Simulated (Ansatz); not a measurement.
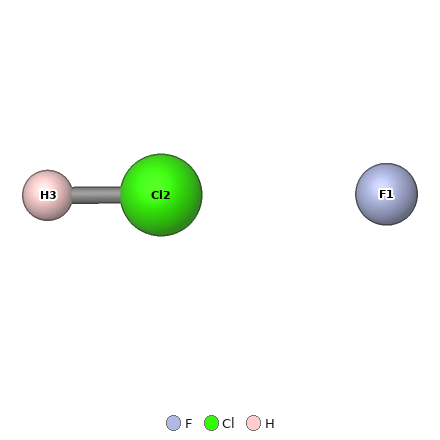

The system is F⁻ + ClH; the picture shows the reference structure. First axis: distance F1–Cl2. Second axis: distance Cl2–H3. Nothing is relaxed (the angle F1–Cl2–H3 is fixed at 180 degrees). Grid: 9 × 9 points. Points are written as (first, second). Energies are in eV, from the lowest grid point. The restricted reference is unstable at some or all points, so the energies there are unreliable. Theory: Ansatz, RHF-CCSD(T), frozen core/def2-TZVPD.

Its coordinates:

| atom | x (Å) | y (Å) | z (Å) |
| --- | --- | --- | --- |
| F | -2.6410 | 0.0000 | 0.0000 |
| Cl | 0.0000 | 0.0000 | 0.0000 |
| H | 1.3280 | 0.0000 | 0.0000 |

Range: distance F1–Cl2 from 1.296 to 2.896 Å; distance Cl2–H3 from 1.064 to 2.664 Å.

Question: What landscape does the calculation give?

Answer: The lowest grid point is at (2.641 Å, 1.328 Å). It is the only kind of minimum in the scanned range. The highest grid point, (1.296 Å, 1.064 Å), lies 10.9 eV above the lowest.

```csv
"distance Cl2–H3 ↓, distance F1–Cl2 →",1.296,1.403,1.560,1.743,1.946,2.164,2.397,2.641,2.896
2.664,8.0,5.7,4.1,3.3,2.9,2.8,3.0,3.3,3.5
2.409,7.9,5.6,3.9,3.0,2.6,2.6,2.8,3.0,3.3
2.165,7.9,5.5,3.6,2.7,2.2,2.2,2.4,2.6,2.8
1.932,7.9,5.3,3.4,2.3,1.8,1.7,1.8,2.0,2.2
1.714,7.9,5.3,3.1,1.8,1.2,1.1,1.1,1.2,1.3
1.511,8.1,5.4,3.0,1.5,0.8,0.5,0.4,0.5,0.5
1.328,8.6,5.7,3.2,1.5,0.6,0.2,0.0,0.0,0.0
1.171,9.5,6.6,4.0,2.1,1.1,0.5,0.3,0.3,0.3
1.064,10.9,8.0,5.2,3.3,2.1,1.5,1.3,1.2,1.2
```

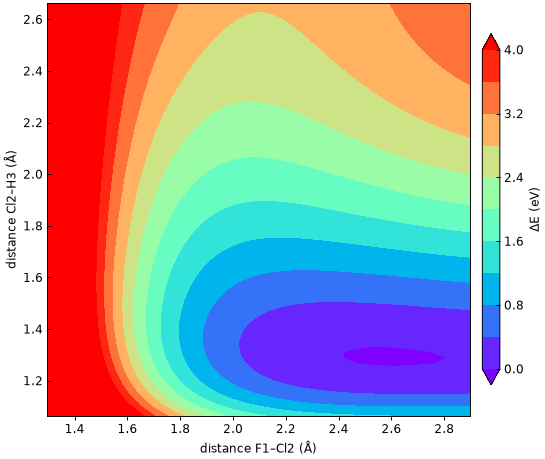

Drawn: filled contours, one colour for all values above the top of the scale. Between grid points the surface is interpolated.

Each point was launched as `ansatz run input.yaml --threads 1 --pin off --max-ram 2560MiB --backend cpu --events-out ev --progress --plain --runs-dir out`. The whole map (81 points run) took 28 min on 1 thread of Intel(R) Xeon(R) Platinum 8488C (Sapphire Rapids) (shared host).
